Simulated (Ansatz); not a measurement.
Consider KZnF₃ in the cubic perovskite structure (space group Pm-3m, No. 221; a = 4.052 Å). Axes: x, y, z lie along the cube axes.

One thing is altered: biaxial strain −1.00 %, plane normal [111], relaxed out of plane (Cartesian); in-plane vectors clamped, the third vector and the atoms free.

All numbers come from Ansatz (a quantum-chemistry and plane-wave program) PBEsol, without spin-orbit coupling.

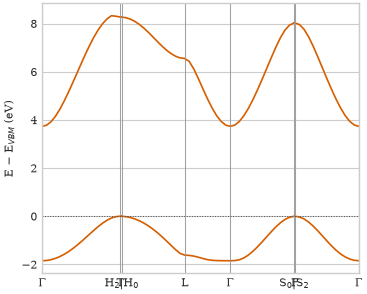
Fig. 1. Highest valence and lowest conduction band along the path of the changed cell's own zone

The gap is 3.73 eV, indirect, T → Γ; the base has 3.71 eV.

Whether these cells are dynamically stable was not tested. Many cubic perovskites are stable only at high temperature; tilts and polar distortions were not tested. Labels are those of the standard path for the cell's own space group.
